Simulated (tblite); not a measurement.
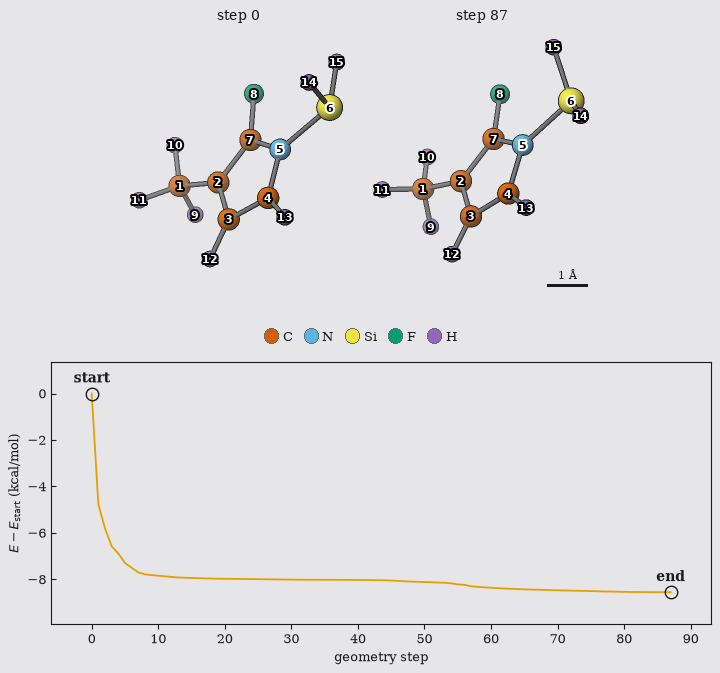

First and last geometry of a relaxation of C$_{5}$H$_{7}$FNSi (multiplicity 2), with the history of the run. The picture is a ball-and-stick view, seen from a free direction.

All numbers below come from tblite 0.8.0, GFN2-xTB geometry optimisation, gas phase. 

**What do the curves and the structures tell?**

It converged. The energy falls by 8.55 kcal/mol in 87 geometry steps. H14 moves most after the best rigid fit: 1.11 Å. By element the largest moves are H 1.11 Å, Si 0.25 Å, C 0.14 Å, N 0.11 Å, F 0.11 Å. Near-neighbour distances that change, for instance: Si6–H15 1.499 → 1.451 Å, C1–H10 1.132 → 1.087 Å, N5–Si6 1.796 → 1.751 Å, Si6–H14 1.494 → 1.454 Å. Among the angles between lasting bonds that change: H14–Si6–H15 104.4° → 119.1°, N5–C4–H13 126.8° → 120.1°, C3–C4–H13 124.7° → 130.2°. Groups turn about N5–Si6 by about 50°.
